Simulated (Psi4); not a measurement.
# SiPH3F− (SMILES F[SiH-]P) at HF/aug-pcseg-0 (sweep point 1)

What is the vertical ionisation energy of SiPH3F− at HF/aug-pcseg-0 (sweep point 1)? 

Program for the calculation: Psi4 1.11.

## 1. The system as given

The species is SiPH3F− (6 atoms), meant as a singlet with charge -1. SMILES: `F[SiH-]P`. The coordinates come from a GFN2-xTB relaxation. This is one conformer, not always the lowest.

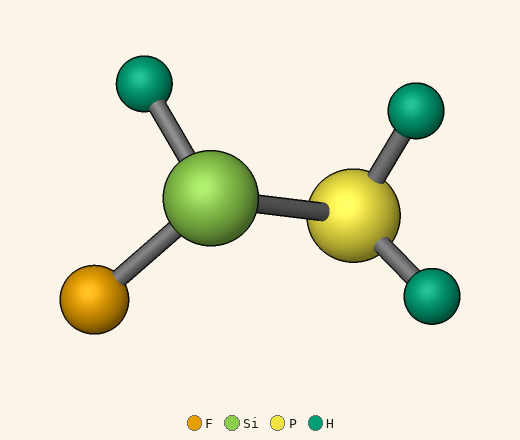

Viewed from a chosen angle; fluorine amber, silicon green, phosphorus yellow, hydrogen teal.

## 2. A single-point energy at HF/aug-pcseg-0 (sweep point 1)

Input file fh3psi.dat:

```
memory 1600 mb

molecule mol {
  -1 1
  F     -2.75314199    -2.84201581     1.25031839
  Si    -1.50116064    -0.90275996    -0.96389260
  P      1.50535583     1.20417128     1.19699032
  H      0.27009855    -2.90689011    -1.96195146
  H      2.43814354     2.11673892    -1.04989404
  H      0.04072360     3.33075568     1.52842939
  units bohr
  symmetry c1
}

set globals {
  basis     aug-pcseg-0
  reference rhf
  puream    true
  scf_type  pk
}

E, wfn = energy("scf", return_wfn=True)
print_variables()
```

Run with:

```console
$ psi4 -n 1 fh3psi.dat fh3psi.out
```

fh3psi.out, shortened:

```text
[...]
  Running in c1 symmetry.
[...]
  Nuclear repulsion =  141.611045440840684
[...]
  Multiplicity = 1
[...]
  Nalpha       = 21
  Nbeta        = 21
[...]
    Number of basis functions: 56
[...]
   @RHF iter   1:  -729.69058709379965   -5.32154e-01   7.26841e-03 DIIS/ADIIS
[...]
   @RHF iter   8:  -729.77868647152707   -1.76540e-07   7.44911e-07 DIIS
[...]
    Orbital Energies [Eh]
    ---------------------
    Doubly Occupied:
       1A    -79.702624     2A    -68.560122     3A    -26.073569
       4A     -7.209186     5A     -5.873544     6A     -5.217886
       7A     -5.217436     8A     -5.215693     9A     -4.077131
      10A     -4.076012    11A     -4.073837    12A     -1.347608
      13A     -0.712683    14A     -0.528069    15A     -0.442798
      16A     -0.437423    17A     -0.384964    18A     -0.353633
      19A     -0.251282    20A     -0.217997    21A     -0.092265
[...]
  @RHF Final Energy:  -729.77868647152707
   => Energetics <=
    Nuclear Repulsion Energy =            141.6110454408406838
    One-Electron Energy =               -1302.6480547988501257
    Two-Electron Energy =                 431.2583228864824605
    Total Energy =                       -729.7786864715270667
[...]
 Multipole Moments:
 ------------------------------------------------------------------------------------
     Multipole            Electronic (a.u.)      Nuclear  (a.u.)        Total (a.u.)
 ------------------------------------------------------------------------------------
 L = 1.  Multiply by 2.5417464519 to convert [e a0] to [Debye]
 Dipole X            :         -1.7796969            2.2727521            0.4930552
 Dipole Y            :         -1.7824530            2.3323137            0.5498607
 Dipole Z            :          2.2480916           -2.1593276            0.0887640
 Magnitude           :                                                    0.7438610
[...]
```

Wall time 1.6 s (1 thread of Intel Xeon Platinum 8488C (Sapphire Rapids), shared host); peak memory 0.2 GiB.

## 3. Doublet neutral SiPH3F

Input file fh3psi.in:

```
memory 1600 mb

molecule molecule1 {
  0 2
  F     -2.75314199    -2.84201581     1.25031839
  Si    -1.50116064    -0.90275996    -0.96389260
  P      1.50535583     1.20417128     1.19699032
  H      0.27009855    -2.90689011    -1.96195146
  H      2.43814354     2.11673892    -1.04989404
  H      0.04072360     3.33075568     1.52842939
  units au
  symmetry c1
}

set basis aug-pcseg-0
set reference uhf
set puream true
set scf_type pk
set maxiter 150

energy('hf')
```

Run with:

```console
$ psi4 -n 1 fh3psi.in fh3psi.out
```

fh3psi.out, shortened:

```text
[...]
  Running in c1 symmetry.
[...]
  Nuclear repulsion =  141.611045440840684
[...]
  Multiplicity = 2
[...]
  Nalpha       = 21
  Nbeta        = 20
[...]
    Number of basis functions: 56
[...]
   @UHF iter   1:  -729.63947520594354   -4.81042e-01   6.75044e-03 ADIIS/DIIS
[...]
   @UHF iter  11:  -729.71655219916113   -4.02872e-08   6.73312e-07 DIIS
[...]
   @S^2 Observed:                7.596266478E-01
[...]
    Orbital Energies [Eh]
    ---------------------
    Alpha Occupied:
       1A    -79.916988     2A    -68.829458     3A    -26.278681
       4A     -7.422690     5A     -6.142979     6A     -5.433241
       7A     -5.430000     8A     -5.428371     9A     -4.351803
      10A     -4.343787    11A     -4.343304    12A     -1.552274
      13A     -0.925789    14A     -0.748002    15A     -0.649297
      16A     -0.639691    17A     -0.598495    18A     -0.555465
      19A     -0.460198    20A     -0.449190    21A     -0.368041
    Alpha Virtual:
      22A      0.034328    23A      0.048747    24A      0.052800
      25A      0.074832    26A      0.087616    27A      0.096731
[...]
  @UHF Final Energy:  -729.71655219916113
   => Energetics <=
    Nuclear Repulsion Energy =            141.6110454408406838
    One-Electron Energy =               -1293.5223584375178234
    Two-Electron Energy =                 422.1947607975161532
    Total Energy =                       -729.7165521991610149
  UHF NO Occupations:
  HONO-2 :   19  A 1.9997896
  HONO-1 :   20  A 1.9956545
[...]
 Multipole Moments:
 ------------------------------------------------------------------------------------
     Multipole            Electronic (a.u.)      Nuclear  (a.u.)        Total (a.u.)
 ------------------------------------------------------------------------------------
 L = 1.  Multiply by 2.5417464519 to convert [e a0] to [Debye]
 Dipole X            :         -2.2244684            2.2727521            0.0482837
 Dipole Y            :         -1.1443594            2.3323137            1.1879543
 Dipole Z            :          0.9749054           -2.1593276           -1.1844222
 Magnitude           :                                                    1.6782201
[...]
```

Run time: 1.8 s. Hardware: 1 thread of Intel Xeon Platinum 8488C (Sapphire Rapids), shared host; peak memory 0.2 GiB.

## 4. What came out

At HF/aug-pcseg-0 (sweep point 1):

| quantity | value |
| --- | --- |
| singlet SiPH3F−: total energy | -729.77869 Eh |
| singlet SiPH3F−: HOMO energy | -2.51 eV |
| singlet SiPH3F−: LUMO energy | 4.33 eV |
| singlet SiPH3F−: HOMO–LUMO gap (to an unbound level, set by the basis) | 6.84 eV |
| doublet neutral SiPH3F: total energy | -729.71655 Eh |
| doublet neutral SiPH3F: dipole moment | 4.27 D |
| doublet neutral SiPH3F: HOMO energy (highest over α and β) | -10.01 eV |
| doublet neutral SiPH3F: LUMO energy (lowest over α and β) | -1.02 eV |
| doublet neutral SiPH3F: ⟨S²⟩ | 0.760 |
| vertical detachment energy (to the doublet neutral) | 1.691 eV |

What this shows: The vertical ionisation energy comes to 1.69 eV (163 kJ/mol). −ε(HOMO) before ionisation, 2.51 eV, is 0.82 eV above this ionisation energy.
